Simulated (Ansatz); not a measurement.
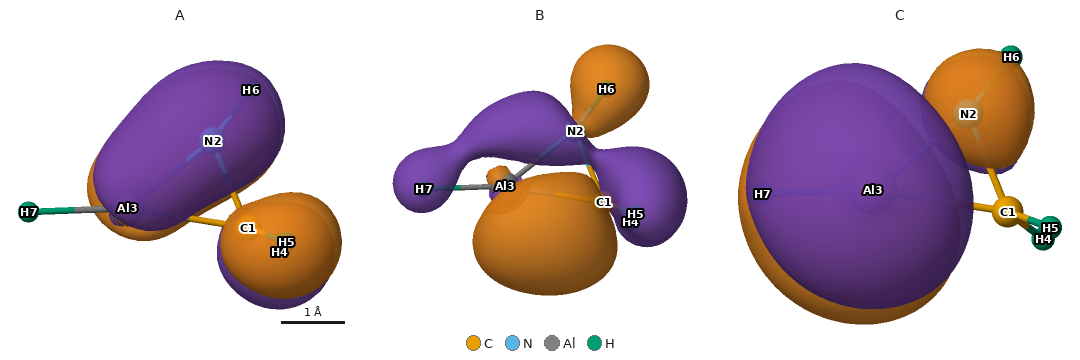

*CH4AlN. Three frontier orbitals at ±0.08 Å⁻³ᐟ² (orange and purple are the two phases), in no order.*

Method: Ansatz, RKS PBE-D4/def2-SVP.

Input

```
crystal:
  periodic: [false, false, false]
  atoms:
    - { symbol: C, position_ang: [-0.5917, -0.0719, -0.5304] }
    - { symbol: "N", position_ang: [-0.5873, 0.3318, 0.8818] }
    - { symbol: Al, position_ang: [0.972, -0.5723, 0.2393] }
    - { symbol: H, position_ang: [-1.3162, -0.8102, -0.7392] }
    - { symbol: H, position_ang: [-0.6229, 0.8508, -1.2323] }
    - { symbol: H, position_ang: [-0.3081, 1.3552, 0.9677] }
    - { symbol: H, position_ang: [2.5155, -1.1514, 0.3674] }
basis:
  gaussian: { orbitals: def2-SVP }
hamiltonian:
  xc: pbe
  dispersion: d4
relax:
  f_tol: 0.02
  max_steps: 50
output:
  orbitals: {}
```

Command:

```sh
ansatz run input.yaml --threads 1 --pin off --max-ram 2048MiB --backend cpu --events-out ev --progress --plain --runs-dir out
```

The fields are those of the relaxed geometry.

Question: Order the three orbitals by energy and name them.

Answer: B is the HOMO−1 (−5.49 eV). By Hirshfeld shares it lies mainly on C1 (about 40 %), Al3 (about 30 %) and N2 (about 15 %). A is the HOMO (−5.02 eV). Its weight (Hirshfeld) is mainly on N2 (about 60 %), Al3 (about 15 %), C1 (about 10 %), H4 (about 5 %) and H5 (about 5 %). C is the LUMO (−1.34 eV). It lies mainly on Al3 (about 75 %), N2 (about 10 %) and H7 (about 5 %).

Question: What is the HOMO–LUMO gap?

Answer: 3.68 eV between the orbital energies.
